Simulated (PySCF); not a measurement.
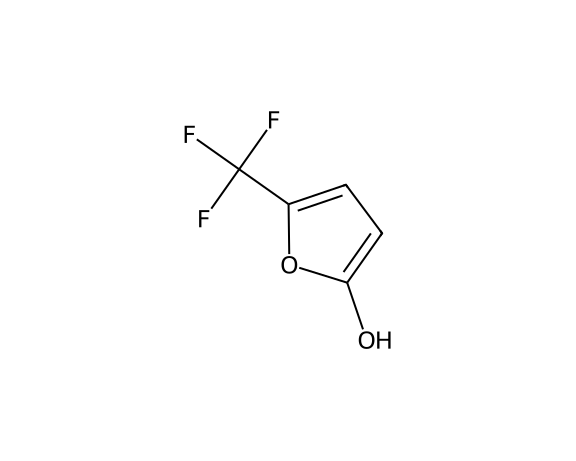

**Write the SMILES.**

Oc1ccc(C(F)(F)F)o1

**Give the formula, hydrogens included.**

C5H3F3O2.

**An optimisation with GFN2-xTB gave a structure of which point group?**

Cs.

The parts below concern this one geometry. Atoms keep their numbers from picture to picture. The geometry was computed by an optimisation with GFN2-xTB. No frequency run is at hand to confirm it as a minimum.

## Shape

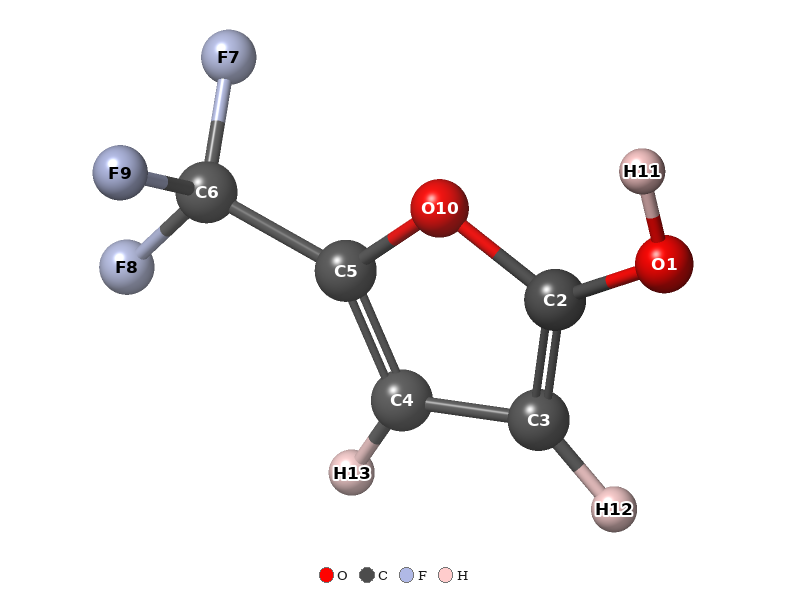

No frequency run is at hand to confirm it as a minimum.

Give the bond lengths.

| bond | length (Å) | order |
| --- | --- | --- |
| O1–C2 | 1.331 | single |
| O1–H11 | 0.967 | single |
| C2–C3 | 1.366 | aromatic |
| C2–O10 | 1.344 | aromatic |
| C3–C4 | 1.414 | aromatic |
| C3–H12 | 1.068 | single |
| C4–C5 | 1.363 | aromatic |
| C4–H13 | 1.070 | single |
| C5–C6 | 1.486 | single |
| C5–O10 | 1.364 | aromatic |
| C6–F7 | 1.345 | single |
| C6–F8 | 1.338 | single |
| C6–F9 | 1.345 | single |

## NMR shielding

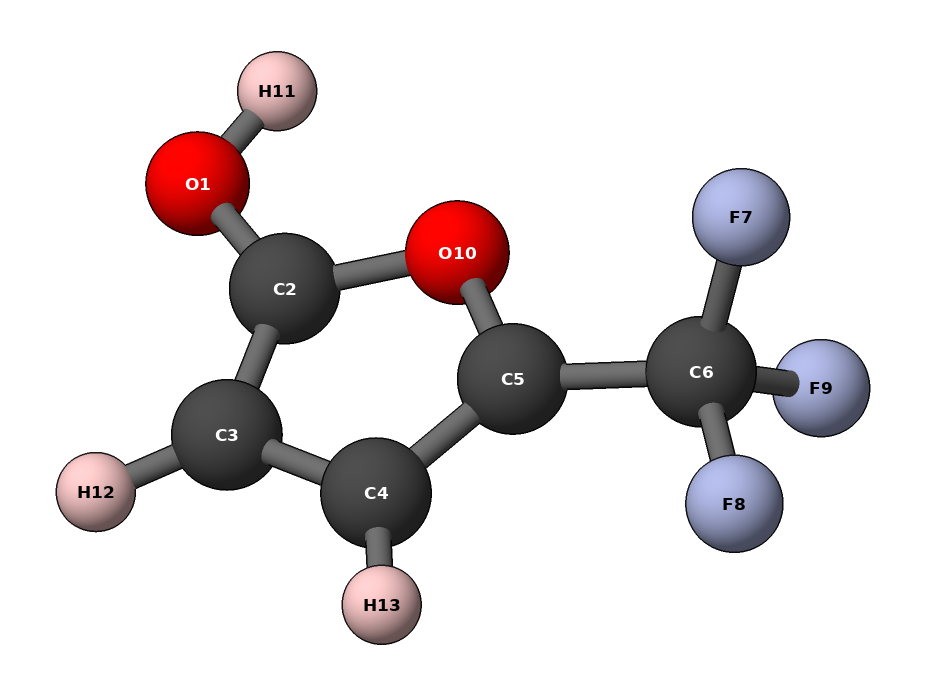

No frequency run is at hand to confirm it as a minimum. Level of theory: GIAO PBE0/pcSseg-1 NMR shielding, non-relativistic, gas phase (PySCF 2.14.0). Principal shieldings σ11 ≤ σ22 ≤ σ33, span Ω = σ33 − σ11, skew κ = 3(σiso − σ22)/Ω.

**Which O atom has the most anisotropic shielding?**

O10, with a span of 248 ppm.

Give the shielding tensors of the O atoms.

```tsv
atom	σ11	σ22	σ33	σiso	Ω	κ
O1	160.1	246.7	263.0	223.3	102.8	−0.68
O10	−50.1	33.9	197.5	60.4	247.6	0.32
```

Shieldings and span in ppm.

## Electronic properties

No frequency run is at hand to confirm it as a minimum. Method: PBE0/def2-SVPD, gas phase (PySCF 2.14.0). Excitations: vertical, linear response.

**Give the brightest of the 6 lowest singlets at this level.**

5.68 eV.

**What is the HOMO energy (Kohn–Sham orbital)?**

−6.76 eV.

**Give the LUMO energy (Kohn–Sham orbital) at this level.**

−0.49 eV.

**Estimate the mean static polarisability.**

67.0 bohr³.

## Charges

The questions are on ESP-fitted charges. No frequency run is at hand to confirm it as a minimum. Level of theory: PBE0/pcSseg-1, gas phase (PySCF 2.14.0).

List the ESP-fitted charges.

```json
{"atom": "O1", "value (e)": "−0.54"}
{"atom": "C2", "value (e)": "0.53"}
{"atom": "C3", "value (e)": "−0.45"}
{"atom": "C4", "value (e)": "−0.15"}
{"atom": "C5", "value (e)": "−0.03"}
{"atom": "C6", "value (e)": "0.50"}
{"atom": "F7", "value (e)": "−0.17"}
{"atom": "F8", "value (e)": "−0.18"}
{"atom": "F9", "value (e)": "−0.17"}
{"atom": "O10", "value (e)": "−0.23"}
{"atom": "H11", "value (e)": "0.45"}
{"atom": "H12", "value (e)": "0.24"}
{"atom": "H13", "value (e)": "0.20"}
```
